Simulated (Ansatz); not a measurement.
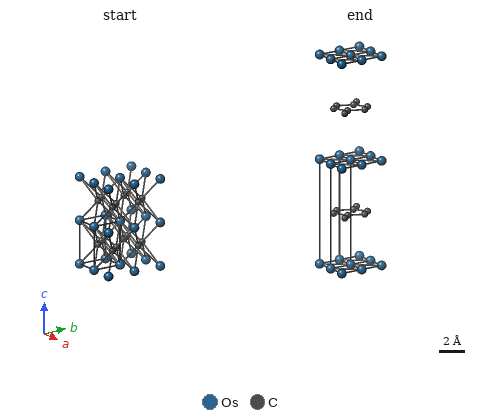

The structure of crystalline OsC₂ (a generated structure, set up in P6/mmm) (coarse preliminary run) before (left) and after (right) a relaxation, at one scale.

Style: ball-and-stick. Shown: the cell of the calculation, repeated 2 × 2 × 2 with one cell outlined, slightly off an axis.

The calculation used Ansatz 0.2.0, DFT PBE, scalar-relativistic, plane waves, PAW. (plane-wave cutoff 420 eV; k-point mesh 6 × 6 × 6; occupations gaussian; smearing width 0.1 eV; no spin polarisation; cell and atoms relaxed; force threshold 0.04 eV/Å; at most 70 steps)

### Summarise the run.

No atom moves by more than 0.005 Å relative to the cell. The drawn cell changes as follows: a = b 3.273 → 2.514 Å (−23.2 %), c 3.535 → 8.496 Å (+140.3 %); the volume changes by +41.8 %. Some distances before and after: C–Os 2.588 → 4.489 Å, Os–Os 3.273 → 2.514 Å, C–C 1.890 → 1.452 Å. New bonds form: C–C (1.89 → 1.45 Å). Bonds break: C–Os (2.59 → 4.49 Å). The space group stays P6/mmm (No. 191). After 34 accepted moves (39 points after the start) the energy has fallen by 6.766 eV per cell of the calculation. All forces vanish by symmetry, so only the cell relaxes. Pressure: −35.55 GPa at the start and 0.08 GPa at the end. At 5 points the geometry stayed and the basis and grid were re-selected for the new cell (energy shift of 0.402 eV per cell of the calculation at most each time). The run took 48 s on 1 thread of Intel(R) Xeon(R) Platinum 8488C (Sapphire Rapids), on a shared host, peak memory 0.38 GiB.
